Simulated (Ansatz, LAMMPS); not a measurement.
# Liquid (Na,Rb,Li)(F,Br) at 900 K (118 atoms): support functions against a reference

Wanted: errors and times of a linear-scaling basis for liquid (Na,Rb,Li)(F,Br) at 900 K (118 atoms). A setting counts as converged where the r.m.s. difference of forces stays under 1 % of the r.m.s. force.

Method: Kohn-Sham DFT, PBE, PAW (set soft_2), plane waves, in Ansatz 0.2.0.

### 1. The structure

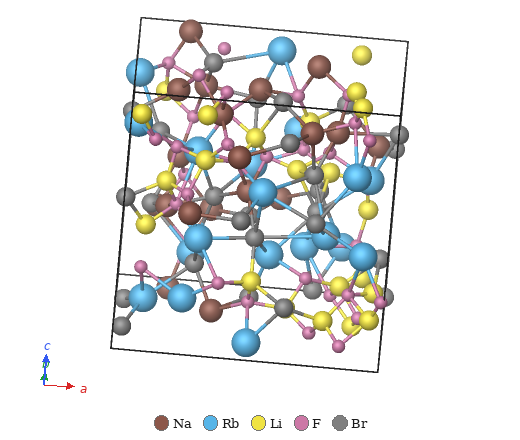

The cell as given, slightly off an axis (sodium brown, rubidium blue, lithium yellow, fluorine pink, bromine grey). Bonds to atoms that aren't drawn are left out. Some periodic images of atoms are drawn too.

The cell holds 118 atoms: 18 Na, 19 Rb, 22 Li, 33 F and 26 Br. Cell: a = 14.703 Å, b = 14.703 Å, c = 14.703 Å, α = 90.0°, β = 90.0°, γ = 90.0°. 118 atoms (18 Na, 19 Rb, 22 Li, 33 F, 26 Br) placed at random at 2.56 g/cm³, melted at 1800 K for 10 ps at fixed volume with the Lennard-Jones and Coulomb ion parameters for SPC/E (Joung and Cheatham, J. Phys. Chem. B 112, 9020 (2008)), full charges. Snapshot at the end of a hold of 20 ps at 900 K and fixed volume.

Limits known from the start: The starting topology of bonds comes from the classical model, and needn't be the one that DFT or experiment would give. The ion parameters were fitted for water, not for melts, so the starting structure of this cell may lie well off the real melt's. The Brillouin zone is sampled at Γ only, in a cell whose shortest periodic width is 15 Å.

### 2. Making the structure

A classical potential makes the cell, at a small fraction of what the same run would cost in DFT.

This step: classical MD, Lennard-Jones and Coulomb ion parameters for SPC/E (Joung and Cheatham, J. Phys. Chem. B 112, 9020 (2008)), full charges (LAMMPS 22 Jul 2025 - Update 4).

Input file in.lmp:

```
# melt-quench of Na18Rb19Li22F33Br26
units metal
atom_style charge
boundary p p p
region box block 0 14.7034 0 14.7034 0 14.7034
create_box 5 box
mass 1 22.9898   # Na
mass 2 85.4678   # Rb
mass 3 6.9400   # Li
mass 4 18.9984   # F
mass 5 79.9040   # Br
create_atoms 1 random 18 745371 NULL overlap 2.16 maxtry 2000
create_atoms 2 random 19 745378 NULL overlap 2.16 maxtry 2000
create_atoms 3 random 22 745385 NULL overlap 2.16 maxtry 2000
create_atoms 4 random 33 745392 NULL overlap 2.16 maxtry 2000
create_atoms 5 random 26 745399 NULL overlap 2.16 maxtry 2000
pair_style lj/cut/coul/long 9.0
pair_modify mix arithmetic tail yes
pair_coeff 1 1 0.015292 2.1595   # Na
pair_coeff 2 2 0.019302 3.0950   # Rb
pair_coeff 3 3 0.014602 1.4094   # Li
pair_coeff 4 4 0.000321 4.0215   # F
pair_coeff 5 5 0.001169 4.9017   # Br
set type 1 charge 1
set type 2 charge 1
set type 3 charge 1
set type 4 charge -1
set type 5 charge -1
kspace_style pppm 1.0e-4
neigh_modify delay 0 every 1 check yes
thermo_style custom step time temp pe press density
thermo_modify norm yes
timestep 0.002
thermo 100
# [... 18 lines left out ...]
compute msd all msd com yes
thermo 2500
fix md all nvt temp 900 900 0.2
run 10000 post no
print "== T900: mean square displacement over the hold $(c_msd[4]:%.2f) A^2"
unfix md
uncompute msd
write_dump all custom T900.dump id type xs ys zs modify sort id
```

Run with:

```sh
lmp -in in.lmp -log none -nocite
```

Numbers of over 12 decimals in the logs are rounded to 6 here.

The program printed:

```text
LAMMPS (22 Jul 2025 - Update 4)
Created orthogonal box = (0 0 0) to (14.7034 14.7034 14.7034)
Created 18 atoms
Created 19 atoms
Created 22 atoms
Created 33 atoms
Created 26 atoms
PPPM initialization ...
  G vector (1/distance) = 0.30867835
  grid = 10 10 10
  estimated relative force accuracy = 8.0673726e-05
   Step          Time           Temp          PotEng         Press         Density
         0   0              0              0.38234788     509279.07      2.5570185
       100   0.2            0             -4.24343        403.55544      2.5570185
       115   0.23           0             -4.2548773      433.28412      2.5570185
[... 21 lines left out ...]
Loop time of 0.731645 s on 1 MPI rank(s) for 5000 steps with 118 atoms
   Step          Time           Temp          PotEng         Press         Density
[... 5 lines left out ...]
Loop time of 0.349707 s on 1 MPI rank(s) for 2500 steps with 118 atoms
   Step          Time           Temp          PotEng         Press         Density
[... 2 lines left out ...]
     12500   25             847.82912     -4.178945       5858.6627      2.5570185
     15000   30             811.63001     -4.1763114     -108.57698      2.5570185
     17500   35             892.28418     -4.1852636      2914.2371      2.5570185
     18500   37             1029.1722     -4.1825968      5167.2862      2.5570185
Loop time of 1.34703 s on 1 MPI rank(s) for 10000 steps with 118 atoms
== T900: mean square displacement over the hold 14.40 A^2
```

Run time: 2.8 s. Hardware: 1 thread of AMD EPYC 9R45, shared host; peak memory 0.069 GiB.

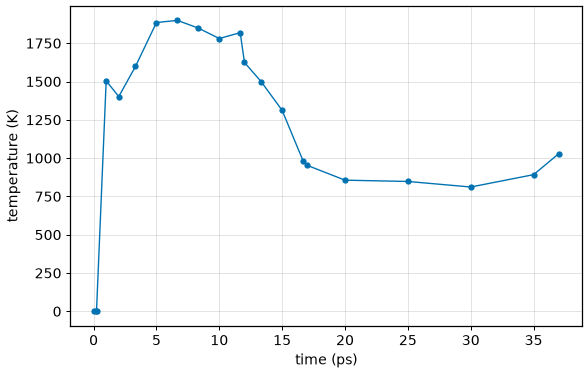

Temperature, plotted against time.

### 3. Plane-wave single point

This run is the reference for what follows, at a cutoff of 420 eV.

Input file input.yaml:

```yaml
crystal:
  lattice:
    - [14.7034, 0.0, 0.0]
    - [0.0, 14.7034, 0.0]
    - [0.0, 0.0, 14.7034]
  atoms:
    - { symbol: Na, position: [0.35858, 0.37419, 0.0722] }
    - { symbol: Na, position: [0.16484, 0.5254, 0.87222] }
    - { symbol: Na, position: [0.15989, 0.5432, 0.41506] }
    - { symbol: Na, position: [0.26473, 0.8449, 0.80602] }
    - { symbol: Na, position: [0.92485, 0.81066, 0.63787] }
    - { symbol: Na, position: [0.77166, 0.46149, 0.77954] }
    - { symbol: Na, position: [0.32359, 0.95508, 0.29648] }
    - { symbol: Na, position: [0.18987, 0.88273, 0.99808] }
    - { symbol: Na, position: [0.45781, 0.44161, 0.52811] }
    - { symbol: Na, position: [0.46879, 0.57733, 0.88587] }
    - { symbol: Na, position: [0.67979, 0.57585, 0.99446] }
    - { symbol: Na, position: [0.11828, 0.92306, 0.30303] }
    - { symbol: Na, position: [0.18812, 0.82835, 0.52769] }
    - { symbol: Na, position: [0.41523, 0.02909, 0.77491] }
    - { symbol: Na, position: [0.57628, 0.98544, 0.35356] }
    - { symbol: Na, position: [0.67711, 0.25818, 0.8265] }
    - { symbol: Na, position: [0.33284, 0.32272, 0.85129] }
    - { symbol: Na, position: [0.24942, 0.0527, 0.53477] }
    - { symbol: Rb, position: [0.90661, 0.52655, 0.58632] }
    - { symbol: Rb, position: [0.24673, 0.19982, 0.1613] }
    - { symbol: Rb, position: [0.2585, 0.50149, 0.64944] }
    - { symbol: Rb, position: [0.90666, 0.0854, 0.41691] }
    - { symbol: Rb, position: [0.10164, 0.38382, 0.09544] }
    - { symbol: Rb, position: [0.85948, 0.11578, 0.7127] }
    - { symbol: Rb, position: [0.02783, 0.2624, 0.80798] }
    - { symbol: Rb, position: [0.46475, 0.76244, 0.53963] }
    - { symbol: Rb, position: [0.55508, 0.48887, 0.27489] }
    - { symbol: Rb, position: [0.51292, 0.18965, 0.60129] }
    - { symbol: Rb, position: [0.8225, 0.91918, 0.20462] }
    - { symbol: Rb, position: [0.01527, 0.7495, 0.86041] }
    - { symbol: Rb, position: [0.68401, 0.69008, 0.26182] }
    - { symbol: Rb, position: [0.49975, 0.12824, 0.03153] }
    - { symbol: Rb, position: [0.53492, 0.77203, 0.98671] }
    - { symbol: Rb, position: [0.26353, 0.66759, 0.20576] }
    - { symbol: Rb, position: [0.76119, 0.28662, 0.42607] }
    - { symbol: Rb, position: [0.28749, 0.25627, 0.38099] }
    - { symbol: Rb, position: [0.6227, 0.93549, 0.63692] }
    - { symbol: Li, position: [0.28885, 0.25019, 0.6891] }
    - { symbol: Li, position: [0.66272, 0.70339, 0.73987] }
    - { symbol: Li, position: [0.90959, 0.65611, 0.16857] }
    - { symbol: Li, position: [0.08745, 0.35029, 0.39031] }
    - { symbol: Li, position: [0.7771, 0.15575, 0.13431] }
    - { symbol: Li, position: [0.85713, 0.15324, 0.97239] }
    - { symbol: Li, position: [0.28253, 0.1082, 0.90453] }
    - { symbol: Li, position: [0.8855, 0.51697, 0.01898] }
    - { symbol: Li, position: [0.46711, 0.44299, 0.73634] }
    - { symbol: Li, position: [0.82783, 0.34768, 0.9757] }
    - { symbol: Li, position: [0.14984, 0.32543, 0.57359] }
    - { symbol: Li, position: [0.75479, 0.70073, 0.55237] }
    - { symbol: Li, position: [0.03792, 0.03387, 0.90836] }
    - { symbol: Li, position: [0.95593, 0.29122, 0.21996] }
    - { symbol: Li, position: [0.94952, 0.08679, 0.17251] }
    - { symbol: Li, position: [0.11662, 0.96587, 0.73463] }
    - { symbol: Li, position: [0.83325, 0.95241, 0.94479] }
    - { symbol: Li, position: [0.49806, 0.21613, 0.24433] }
    - { symbol: Li, position: [0.63176, 0.53117, 0.60105] }
    - { symbol: Li, position: [0.90855, 0.74578, 0.40859] }
    - { symbol: Li, position: [0.82732, 0.44603, 0.18957] }
    - { symbol: Li, position: [0.63367, 0.31575, 0.12331] }
    - { symbol: F, position: [0.49235, 0.29987, 0.14006] }
    - { symbol: F, position: [0.35341, 0.47894, 0.81296] }
    - { symbol: F, position: [0.9065, 0.39021, 0.0888] }
    - { symbol: F, position: [0.36654, 0.17526, 0.77928] }
    - { symbol: F, position: [0.84546, 0.05662, 0.0704] }
    - { symbol: F, position: [0.69904, 0.38563, 0.22626] }
    - { symbol: F, position: [0.98794, 0.01398, 0.26696] }
    - { symbol: F, position: [0.64905, 0.7666, 0.61359] }
    - { symbol: F, position: [0.23332, 0.22063, 0.55952] }
    - { symbol: F, position: [0.19429, 0.40526, 0.46395] }
    - { symbol: F, position: [0.11786, 0.90505, 0.8616] }
    - { symbol: F, position: [0.09687, 0.09293, 0.79798] }
    - { symbol: F, position: [0.79518, 0.57019, 0.11542] }
    - { symbol: F, position: [0.34637, 0.20523, 0.97172] }
    - { symbol: F, position: [0.37627, 0.12656, 0.25307] }
    - { symbol: F, position: [0.08382, 0.26428, 0.24908] }
    - { symbol: F, position: [0.80022, 0.46711, 0.92729] }
    - { symbol: F, position: [0.17796, 0.34081, 0.70435] }
    - { symbol: F, position: [0.89626, 0.70146, 0.52808] }
    [... 34 atom lines left out ...]
    - { symbol: Br, position: [0.28512, 0.69316, 0.93972] }
    - { symbol: Br, position: [0.1101, 0.69365, 0.65593] }
    - { symbol: Br, position: [0.72812, 0.7849, 0.06833] }
    - { symbol: Br, position: [0.0297, 0.59622, 0.02394] }
    - { symbol: Br, position: [0.55759, 0.39989, 0.8962] }
    - { symbol: Br, position: [0.99704, 0.90562, 0.02985] }
kpoints:
  mp_grid: { grid: [1, 1, 1] }
hamiltonian:
  xc: pbe
scf:
  occupations: { method: fixed }
output:
  forces: true
  stress: true
  populations: true
  dos:
    method: { smearing: { sigma: 0.1 } }
    de: 0.1
    projected: { site_lists: { Br: [Br], F: [F], Li: [Li], Na: [Na], Rb: [Rb] } }
  eigenvalues: true
  write_density: true
  write_potential: true
  volumetric_format: npy
  elf: true
```

Run with:

```sh
ansatz run input.yaml --threads 8 --pin off --max-ram 15872MiB --backend cpu --events-out ev --progress --plain --runs-dir out
```

The program printed:

```text
Engine: ansatz 0.2.0, x86_64-unknown-linux-gnu
Pseudopotentials: kind: paw
Pseudopotential: Na, paw, valence charge 9, recommended cutoff 420 eV (normal), Na.paw.azcp
Pseudopotential: Rb, paw, valence charge 9, recommended cutoff 420 eV (normal), Rb.paw.azcp
Pseudopotential: Li, paw, valence charge 3, recommended cutoff 420 eV (normal), Li.paw.azcp
Pseudopotential: F, paw, valence charge 7, recommended cutoff 420 eV (normal), F.paw.azcp
Pseudopotential: Br, paw, valence charge 7, recommended cutoff 420 eV (normal), Br.paw.azcp
[... 5 lines on functional and potentials left out ...]
Crystal: 118 atoms, lattice volume = 3178.728 Å³
Basis set: ecut = 420 eV, 62213 PW (Γ), exchange–correlation on 200×200×200 points (8 copies of the dense FFT grid, shifted against one another)
Bands: 524, of which v1, the nominal top of the filled ones, is band 406 counted from 1 (405 counted from 0)
Symmetry: 1 space group operations
Space group: P1 (ITA 1), of the structure as read, at distance tolerance 1.5e-4 Å
k-points: 1
[... 11 lines on functional and potentials left out ...]
Initial density: superposition of atomic densities (neutral atoms: chi_scale 0, normalization atom), corrected by the library's trained network
Initial wavefunctions: pseudopotential atomic-orbital guess
Functional: x = pbe(κ = 0.804, μ = 0.219515), c = pbe(β = 0.066725)
SCF iter   1: F=—  HF=-192536.317302 eV  |F-HF|=—  |Δ(HF+E_count)|=         —  Δρ=8.79e-4  dr2=6.66e-2  ethr=1.77e-3  ⟨swp⟩=6.0  Hψ=1799  notcnv=0  defer=113
preconditioner: auto → Resta (q_TF=auto, 2.173 Å⁻¹)  ε∞=2.8  [insulator: Δε(μ)=3.498 eV  Ē_g=11.167 eV  n_scr=514 (ndim 8)  ℏωp=15.0 eV  f_vac=0.189  ε∞_Penn≈2.8]
SCF iter   2: F=—  HF=-192536.321798 eV  |F-HF|=—  |Δ(HF+E_count)|=   4.50e-3  Δρ=4.96e-4  dr2=1.90e-2  ethr=8.20e-6  ⟨swp⟩=4.0  Hψ=1281  notcnv=0  defer=116
SCF iter   3: F=—  HF=-192536.320788 eV  |F-HF|=—  |Δ(HF+E_count)|=   1.01e-3  Δρ=4.41e-4  dr2=6.89e-3  ethr=2.34e-6  ⟨swp⟩=3.0  Hψ=699  notcnv=0  defer=116
SCF iter   4: F=—  HF=-192536.319578 eV  |F-HF|=—  |Δ(HF+E_count)|=   1.21e-3  Δρ=1.02e-4  dr2=6.80e-4  ethr=8.48e-7  ⟨swp⟩=2.0  Hψ=697  notcnv=0  defer=116
SCF iter   5: F=—  HF=-192536.319549 eV  |F-HF|=—  |Δ(HF+E_count)|=   2.90e-5  Δρ=3.79e-5  dr2=5.63e-5  ethr=8.37e-8  ⟨swp⟩=2.0  Hψ=686  notcnv=0  defer=116
SCF iter   6: F=—  HF=-192536.315160 eV  |F-HF|=—  |Δ(HF+E_count)|=   4.39e-3  Δρ=2.80e-5  dr2=1.80e-5  ethr=6.93e-9  ⟨swp⟩=2.0  Hψ=924  notcnv=0  defer=114
SCF iter   7: F=—  HF=-192536.315161 eV  |F-HF|=—  |Δ(HF+E_count)|=   1.49e-6  Δρ=1.14e-5  dr2=3.22e-6  ethr=2.22e-9  ⟨swp⟩=2.0  Hψ=697  notcnv=0  defer=115
SCF iter   8: F=—  HF=-192536.315162 eV  |F-HF|=—  |Δ(HF+E_count)|=   8.55e-7  Δρ=2.51e-6  dr2=2.38e-7  ethr=3.96e-10  ⟨swp⟩=2.0  Hψ=688  notcnv=0  defer=115
SCF iter   9: F=—  HF=-192536.315162 eV  |F-HF|=—  |Δ(HF+E_count)|=   2.78e-7  Δρ=2.42e-6  dr2=1.24e-7  ethr=1.23e-11  ⟨swp⟩=24.0  Hψ=5386  notcnv=0
SCF iter  10: F=-192536.315162 eV  HF=-192536.315162 eV  |F-HF|=6.20e-9  |Δ(HF+E_count)|=   7.65e-9  Δρ=3.48e-7  dr2=4.70e-9  ethr=1.23e-11  ⟨swp⟩=10.0  Hψ=3094  notcnv=0
SCF 1 converged in 10 iterations: F = -192536.315162 eV  dr2 = 4.70e-9
  greatest PAW one-centre occupation: 1.000 electrons in one spin orbital (limit 2), on the Li atom at site 43 (counted from 0), in its partial waves of l = 0
WARN: The input density's exchange-correlation potential varies sharply where the density is thin. Do not read a vacuum level from v_tot or v_xc, or from such a field of the output density. On a cell that repeats whose density bears no net charge and no dipole along the vacuum's axis use v_es (v_loc + v_h of the components); [...]
SCF converged after 10 iterations
Free energy (F): -192536.315162 eV
Harris-Foulkes:  -192536.315162 eV  (|F-HF|=6.20e-9)
Internal energy: -192536.315162 eV  (E = F + TS)
E sigma→0 (E₀):  -192536.315162 eV
Fermi energy:    0.536521 eV
--- Per-component energies (eV) ---
  E_band       = -10212.641219
  E_kinetic    = 16594.019128
  E_local      = -79280.701071  (includes V_loc(G=0)·N_el)
  E_nonlocal   = 8870.023212
  E_hartree    = 28847.242199
  E_xc         = -12968.458241
  E_vxc        = -9921.591712  (∫ρ·V_xc dr)
  E_paw        = -119959.984770  (= ΣΔE_a)
  E_vpaw       = -4168.939838  (= ΣTr[D̂ρ^β])
  E_aug_tail   = 0.067572  (compensation charges beyond the density's cutoff)
  E_ewald      = -34638.523190
  E_smearing   = -0.000000  (= −TS)
  E_closure    = 0.000000  (closes the sum)
  Σ components = -192536.315162   (vs F -192536.315162, Δ=0.00e0)
--- Forces (eV/Å), atoms counted from 1 ---
  atom   1  Na     0.43752500     0.16035889    -0.53021306
  atom   2  Na     0.55325431    -0.24411286     0.55023031
  atom   3  Na    -0.18910593     0.03463663    -0.25396774
  atom   4  Na     0.07906252     0.27216724    -0.13895564
  atom   5  Na    -0.03410141    -0.30995639    -0.23768831
  atom   6  Na     0.06036452     0.68992757     0.28074536
  atom   7  Na    -0.10031732     0.20162952    -0.30364459
  atom   8  Na     0.31941819     0.31032574     0.45903023
  atom   9  Na    -0.15047298     0.15039654     0.28402379
  atom  10  Na    -0.29611513    -0.14734580    -0.18745375
  atom  11  Na     0.27664139    -0.17713206    -0.24327552
  atom  12  Na    -0.18057149     0.02337268    -0.34987451
  atom  13  Na    -0.14434049     0.33947744     0.11888942
  atom  14  Na    -0.22313823    -0.17447798     0.32936470
[...]
atom 117  Br     0.10892156    -0.34646548    -0.44604595
  atom 118  Br    -0.24107940    -0.12088275     0.24451315
  max |Σ_I F_I| component: 4.44e-5 eV/Å
--- Stress (GPa, compression-positive) ---
       -1.600438       0.334950      -0.023928
        0.334950      -1.313700       0.039555
       -0.023928       0.039555      -1.774118
  P = ⅓ Tr σ = -1.5628 GPa (-15.628 kbar)
--- Band table (eV) ---
  k-point 0: bands = ["-50.3895", "-50.2010", "-50.0917", "-49.8531", [... 508 levels ...], "8.6313", "8.6644", "8.6768", "8.6948", "8.7078", "8.7554", "8.7943", "8.8047", "8.8131", "8.8193", "8.8545", "8.8685"]
--- Löwdin populations: 118 sites ---
  site symbol       q [e]
     0     Na      8.2568
     1     Na      8.2764
     2     Na      8.2919
[...]
117     Br      7.6029
  spilling = 0.004469 (of n_electrons = 812.000000)
```

Elapsed: 16 s, on 8 threads of AMD EPYC 9R45, shared host; peak memory 4.5 GiB; 1.9 min of CPU time.

In the SCF lines HF is the Harris–Foulkes energy and dr2 the Hartree energy of the density residual, in eV; the loop may stop once dr2 is under the threshold and the program's other checks hold. Hψ counts applications of the Hamiltonian.

The program notes that the exchange-correlation potential is rough where the density is thin.

The run gave:

```
free energy                                      : -192536.3152 eV
free energy per atom                             : -1631.6637 eV/atom
SCF cycles                                       : 10
pressure                                         : -1.563 GPa
r.m.s. force component                           : 0.3368 eV/Å
longest force                                    : 1.21 eV/Å
Fermi energy                                     : 0.5365 eV
gap (highest filled to lowest empty level) : 3.463 eV
spilling of the projection                       : 0.004469
```

The r.m.s. force component of 0.34 eV/Å sets the scale for the differences below.

### 4. Support functions low

The cell is solved in localised support functions.

This step: Kohn-Sham DFT, PBE, PAW (set soft_2), localised support functions (low) (Ansatz 0.2.0).

input.yaml, the sections that differ from step 3:

```yaml
scf:
  occupations: { method: fixed }
  eigensolver: { kind: { support_functions: { accuracy: low } } }
  mixing: { beta: 0.4 }
  max_iter: 150
output:
  forces: true
  eigenvalues: true
# crystal, kpoints, hamiltonian: as in step 3
```

The program printed:

```text
Warning: scf.eigensolver.kind.support_functions: disabling space-group detection — the functions' gradient is summed over unrotated k-points, so no spatial operation reduces the k-mesh or symmetrises the density; time reversal is kept, so that k and −k are solved as one point where they differ and the mesh holds both, and exact exchange and, on two spinor components, a DFT+U term hold to it where the run has them: [...]
settings of this run that can trade accuracy for cost: scf.eigensolver.kind.support_functions; scf.eigensolver.kind.support_functions.accuracy: low [...]
[...]
Crystal: 118 atoms, lattice volume = 3178.728 Å³
Basis set: ecut = 420 eV, 62213 PW (Γ), exchange–correlation on 240×240×240 points (8 copies of the dense FFT grid, shifted against one another)
Bands: 488, of which v1, the nominal top of the filled ones, is band 406 counted from 1 (405 counted from 0)
Symmetry: 1 space group operations
k-points: 1
[...]
SCF iter   1: F=—  HF=-192654.062408 eV  |F-HF|=—  |Δ(HF+E_count)|=         —  Δρ=1.46e-1  dr2=1.03e3  ethr=1.00e-1
[...]
SCF iter  18: F=—  HF=-192536.574770 eV  |F-HF|=—  |Δ(HF+E_count)|=   1.34e-3  Δρ=1.97e-5  dr2=3.45e-5  ethr=1.12e-8  κ⁻¹=7.9e-5(r=7)
SCF iter  19: F=-192536.575952 eV  HF=-192536.575947 eV  |F-HF|=5.77e-6  |Δ(HF+E_count)|=   1.18e-3  Δρ=1.34e-5  dr2=1.66e-5  ethr=4.25e-9
SCF 1 converged in 19 iterations: F = -192536.601007 eV  dr2 = 1.66e-5
[...]
SCF converged after 19 iterations
Stability not checked: this state was not tested for a lower state beside it, because the mixer in use, unlike msr1, does not test its closes by its own steps (another_mixer; see scf.mixing.algorithm and scf.lower_state_search)
Free energy (F): -192536.601007 eV
[...]
Internal energy: -192536.601007 eV  (E = F + TS)
E sigma→0 (E₀):  -192536.601007 eV
Fermi energy:    0.536690 eV
[...]
Σ components = -192536.601007   (vs F -192536.601007, Δ=0.00e0)
--- Forces (eV/Å), atoms counted from 1 ---
  atom   1  Na     0.43754436     0.16033914    -0.53029067
  atom   2  Na     0.55303493    -0.24404782     0.54980679
  atom   3  Na    -0.18904172     0.03467840    -0.25383663
  atom   4  Na     0.07902170     0.27183891    -0.13885615
[...]
atom 118  Br    -0.24120577    -0.12062437     0.24382831
  max |Σ_I F_I| component: 1.49e-3 eV/Å
--- Band table (eV) ---
[...]
```

It took 81 s on 8 threads; peak memory 7.9 GiB.

The program notes that the band table was not solved further than the SCF left it and it switched symmetry off.

Keys that differ from the reference: support_functions.accuracy = "low", scf.max_iter = 150 and scf.mixing.beta = 0.4.

Forces differ from the reference by 0.37 meV/Å r.m.s., 0.11 % of their size, well within a tolerance of 1 %; the energy by -2.4 meV/atom. It took 81 s and 19 cycles; the reference's time can't be set against it, since the two runs asked for unlike analyses.

(Part 1 of 3 ends here.)

[Logs are printed without paths, hosts, clocks, repeated set-up lines and the standing remarks that a program may print on its own settings, such as how far it seeks lower states.]

[Hosts, paths, dates, database ids (printed as entryN), source tags and the programs' standing remarks are cut or masked in the printed files.]
